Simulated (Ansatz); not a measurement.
# C2H4N+ (SMILES CC#[NH+]) at 6 levels

We compute a comparison of 6 runs (HF/STO-3G, HF/3-21G, CAM-B3LYP/6-31G, B3LYP/6-31G*, PBE/def2-SVPD) of C2H4N+. 

Program for the calculation: Ansatz 0.2.0.

6 further runs of the same task are left out: 6 set aside as unsound or not needed.

## 1. Starting point

C2H4N+: 7 atoms, total charge +1, spin state singlet. SMILES: `CC#[NH+]`. The shape is that of a GFN2-xTB optimisation.

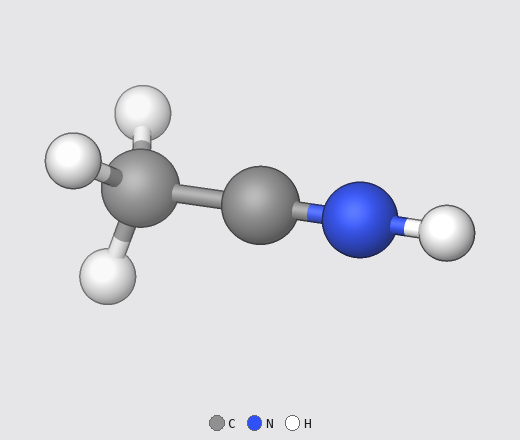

The structure, seen from a chosen angle (carbon grey, nitrogen blue, hydrogen white).

## 2. Energy and forces at HF/STO-3G (run 1)

Contents of molecule.yaml:

```yaml
basis:
  gaussian: {orbitals: STO-3G}
crystal:
  periodic: [false, false, false]
  atoms:
    - {symbol: C, position_ang: [-0.685640, 0.519420, -0.277750]}
    - {symbol: C, position_ang: [0.367920, -0.273690, 0.149730]}
    - {symbol: "N", position_ang: [1.239250, -0.933880, 0.500800]}
    - {symbol: H, position_ang: [-1.494910, -0.109310, -0.664790]}
    - {symbol: H, position_ang: [-0.352000, 1.194970, -1.072680]}
    - {symbol: H, position_ang: [-1.070300, 1.117170, 0.555560]}
    - {symbol: H, position_ang: [1.995680, -1.514690, 0.809120]}
accuracy: high
total_charge: 1
output: {forces: true, orbitals: {seedname: orbitals}}
hamiltonian: {xc: hf}
```

The run is started by

```console
ansatz run molecule.yaml --threads 1 --pin off --max-ram 2610MiB --events-out events.jsonl --progress --plain --runs-dir runs
```

Output:

```text
Warning: RAYON_NUM_THREADS=1 ignored (pool sized by the plan → 1); use --threads N
Functional definition: HF
  name "HF"
  exchange = exact_x
  correlation = 0
346 factors; integrals over basis functions are off by at most 2.1e-8 eV
mean field evaluation 1: about -3553.2189 eV, gradient 1.8e1 eV
mean field evaluation 2: about -3553.2623 eV, gradient 1.8e1 eV
mean field evaluation 4: about -3554.1458 eV, gradient 1.8e0 eV
mean field evaluation 8: about -3554.1570 eV, gradient 5.5e-5 eV
mean field -3554.15701627 eV, -130.6128612537 hartree, gradient 2.3e-8 eV, S^2 0.000000; 0 other end points of the search recorded, 0 dependent functions left out
the calculation of the forces begins
reference -3554.15701627 eV, -130.6128612537 hartree; 11, 11 occupied and 8, 8 virtual orbitals, 346 factors
Total energy: -3554.15701627 eV, -130.6128612537 hartree
Atom 0 at    -0.685640     0.519420    -0.277750 Å, force    -3.865516     2.903158    -1.558780 eV/Å
Atom 1 at     0.367920    -0.273690     0.149730 Å, force     3.673326    -2.768302     1.472386 eV/Å
Atom 2 at     1.239250    -0.933880     0.500800 Å, force    -1.500163     1.134034    -0.595683 eV/Å
Atom 3 at    -1.494910    -0.109310    -0.664790 Å, force     0.036122    -0.037374     0.014305 eV/Å
Atom 4 at    -0.352000     1.194970    -1.072680 Å, force     0.057978    -0.027872     0.008005 eV/Å
Atom 5 at    -1.070300     1.117170     0.555560 Å, force     0.042931    -0.027836     0.031410 eV/Å
Atom 6 at     1.995680    -1.514690     0.809120 Å, force     1.555322    -1.175808     0.628357 eV/Å
Dipole moment:     0.247800    -0.190513     0.101462 e Å
```

Run time: 0.18 s. Hardware: 1 thread of Intel Xeon Platinum 8488C (Sapphire Rapids), shared host.

## 3. Energy and gradient at HF/3-21G (run 2)

Contents of molecule.yaml:

```yaml
basis:
  gaussian:
    orbitals: 3-21G.json
crystal:
  periodic: [false, false, false]
  atoms:
    - {symbol: C, position_ang: [-0.685640, 0.519420, -0.277750]}
    - {symbol: C, position_ang: [0.367920, -0.273690, 0.149730]}
    - {symbol: N, position_ang: [1.239250, -0.933880, 0.500800]}
    - {symbol: H, position_ang: [-1.494910, -0.109310, -0.664790]}
    - {symbol: H, position_ang: [-0.352000, 1.194970, -1.072680]}
    - {symbol: H, position_ang: [-1.070300, 1.117170, 0.555560]}
    - {symbol: H, position_ang: [1.995680, -1.514690, 0.809120]}
total_charge: 1
hamiltonian:
  xc: hf
accuracy: high
output: {forces: true, orbitals: {seedname: orbitals}}
```

The basis set 3-21G is read from a file made from the Basis Set Exchange's data (not shown).

The run is started by

```console
ansatz run molecule.yaml --threads 1 --pin off --max-ram 2610MiB --events-out events.jsonl --progress --plain --runs-dir runs
```

Output, shortened:

```text
Warning: RAYON_NUM_THREADS=1 ignored (pool sized by the plan → 1); use --threads N
[... 2 set-up lines as earlier in the session ...]
[...]
788 factors; integrals over basis functions are off by at most 7.6e-9 eV
[...]
mean field -3578.42479208 eV, -131.5046855656 hartree, gradient 2.1e-8 eV, S^2 0.000000; 0 other end points of the search recorded, 0 dependent functions left out
[...]
reference -3578.42479208 eV, -131.5046855656 hartree; 11, 11 occupied and 24, 24 virtual orbitals, 788 factors
Total energy: -3578.42479208 eV, -131.5046855656 hartree
Atom 0 at    -0.685640     0.519420    -0.277750 Å, force    -1.938509     1.457089    -0.774929 eV/Å
Atom 1 at     0.367920    -0.273690     0.149730 Å, force     3.977463    -3.013108     1.583963 eV/Å
Atom 2 at     1.239250    -0.933880     0.500800 Å, force    -2.032453     1.526987    -0.799447 eV/Å
Atom 3 at    -1.494910    -0.109310    -0.664790 Å, force     0.172920     0.225209     0.087329 eV/Å
Atom 4 at    -0.352000     1.194970    -1.072680 Å, force    -0.143427    -0.153007     0.203822 eV/Å
Atom 5 at    -1.070300     1.117170     0.555560 Å, force     0.055286    -0.129346    -0.257980 eV/Å
Atom 6 at     1.995680    -1.514690     0.809120 Å, force    -0.091280     0.086176    -0.042758 eV/Å
Dipole moment:     0.158452    -0.123908     0.065398 e Å
```

It took 0.3 s on 1 thread of Intel Xeon Platinum 8488C (Sapphire Rapids), shared host.

Runs 3 to 5 aren't shown in full; the table further down has their settings and results.

## 4. Energy and gradient at PBE/def2-SVPD (run 6)

Contents of job.yaml:

```yaml
basis:
  gaussian:
    orbitals: def2-SVPD
crystal:
  periodic: [false, false, false]
  atoms:
    - {symbol: C, position_ang: [-0.685640, 0.519420, -0.277750]}
    - {symbol: C, position_ang: [0.367920, -0.273690, 0.149730]}
    - {symbol: "N", position_ang: [1.239250, -0.933880, 0.500800]}
    - {symbol: H, position_ang: [-1.494910, -0.109310, -0.664790]}
    - {symbol: H, position_ang: [-0.352000, 1.194970, -1.072680]}
    - {symbol: H, position_ang: [-1.070300, 1.117170, 0.555560]}
    - {symbol: H, position_ang: [1.995680, -1.514690, 0.809120]}
total_charge: 1
hamiltonian:
  xc: {name: PBE}
accuracy: high
output: {forces: true, orbitals: {seedname: orbitals}}
```

The run is started by

```console
ansatz run job.yaml --threads 1 --pin off --max-ram 2610MiB --events-out events.jsonl --progress --plain --runs-dir runs
```

Output, shortened:

```text
Warning: RAYON_NUM_THREADS=1 ignored (pool sized by the plan → 1); use --threads N
Functional definition: PBE
  name "PBE"
[...]
1826 factors; integrals over basis functions are off by at most 3.2e-9 eV
[...]
mean field -3613.70150947 eV, -132.8010810180 hartree, gradient 3.1e-8 eV, S^2 0.000000; 0 other end points of the search recorded, 0 dependent functions left out
[...]
reference -3613.70151362 eV, -132.8010811707 hartree; 11, 11 occupied and 81, 81 virtual orbitals, 1826 factors
Total energy: -3613.70151362 eV, -132.8010811707 hartree
Atom 0 at    -0.685640     0.519420    -0.277750 Å, force    -0.952251     0.716316    -0.380136 eV/Å
Atom 1 at     0.367920    -0.273690     0.149730 Å, force     0.295211    -0.226105     0.110750 eV/Å
Atom 2 at     1.239250    -0.933880     0.500800 Å, force     0.405294    -0.306844     0.168804 eV/Å
Atom 3 at    -1.494910    -0.109310    -0.664790 Å, force    -0.393957    -0.318753    -0.188617 eV/Å
Atom 4 at    -0.352000     1.194970    -1.072680 Å, force     0.181882     0.329427    -0.393816 eV/Å
Atom 5 at    -1.070300     1.117170     0.555560 Å, force    -0.181672     0.291232     0.422192 eV/Å
Atom 6 at     1.995680    -1.514690     0.809120 Å, force     0.645494    -0.485272     0.260823 eV/Å
Dipole moment:     0.119375    -0.093537     0.049103 e Å
```

Run time: 3.3 s. Hardware: 1 thread of Intel Xeon Platinum 8488C (Sapphire Rapids), shared host.

## 5. All runs side by side

```
run                               level  Cartesian functions  energy (Eh)  HOMO energy (eV)  LUMO energy (eV)  HOMO–LUMO gap (eV)  wall time
  1                           HF/STO-3G                   no  -130.612861            -20.42             -0.44               19.98     0.18 s
  2                            HF/3-21G                   no  -131.504686            -20.67             -2.23               18.44      0.3 s
  3                     CAM-B3LYP/6-31G                   no  -132.949844            -18.62             -5.49               13.13      1.6 s
  4  B3LYP/6-31G* (spherical functions)                   no  -133.059333            -16.91             -6.97                9.94      1.7 s
  5  B3LYP/6-31G* (Cartesian functions)                  yes  -133.062099            -16.91             -6.97                9.94      1.9 s
  6                       PBE/def2-SVPD                   no  -132.801081            -15.80             -8.04                7.76      3.3 s
```

## 6. Summary of results

```
                       quantity          value
            run 6: total energy  -132.80108 Eh
             run 6: HOMO energy      -15.80 eV
             run 6: LUMO energy       -8.04 eV
           run 6: HOMO–LUMO gap        7.76 eV
run 6: largest force on an atom     1.251 eV/Å
```

What this shows: The HOMO–LUMO gap runs from 7.76 eV (PBE/def2-SVPD) to 19.98 eV (HF/STO-3G). The two ends differ in method and basis. Totals of different functionals can't be ranked against each other. In run 1 the basis is minimal, so the values are rough. All runs together took 9 s, the longest 3.3 s.
